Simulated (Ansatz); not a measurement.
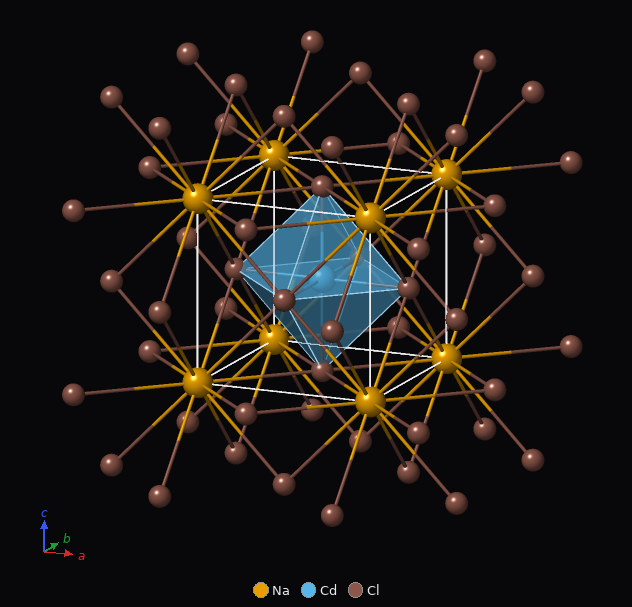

Polyhedral representation of a periodic structure, projected slightly off an axis. Thin lines show the unit cell, with boundary atoms drawn in all their periodic places. A few atoms beyond the faces are included.

NaCdCl$_{3}$, a = 5.141 Å, b = 5.141 Å, c = 5.182 Å, α = 90.00°, β = 90.00°, γ = 90.00°. Strictly the space group is P4/mmm (No. 123, within 0.01 Å). It is a distorted form of a primitive cubic structure, space group Pm-3m (No. 221) within 0.25 Å: cubic perovskite. The model was built from a structure type filled with these elements by a generator (whether the compound takes this form wasn't checked). The cell was then strained or its atoms displaced on purpose. A calculation with Ansatz used it as input.

This one geometry was computed with Ansatz (DFT, plane waves, PAW) at three levels of theory: r2SCAN, PBE and HSE06. It was relaxed with r2SCAN and then strained.

> How does the band gap change with the level of theory?

PBE: a gap of 1.89 eV, indirect; r2SCAN: a gap of 2.59 eV, indirect; HSE06: a gap of 3.26 eV, indirect.

> Collect the results in a table.

| level | cutoff (eV) | k-mesh of the run's cell | gap (eV) | pressure (GPa) |
| --- | --- | --- | --- | --- |
| r2SCAN | 500 | 6×6×6 | 2.59 | 0.3 |
| PBE | 420 | 6×6×6 | 1.89 | 1.2 |
| HSE06 | 420 | 4×4×4 | 3.26 | 0.6 |

Gaps are taken on the k-mesh or band path of each run.
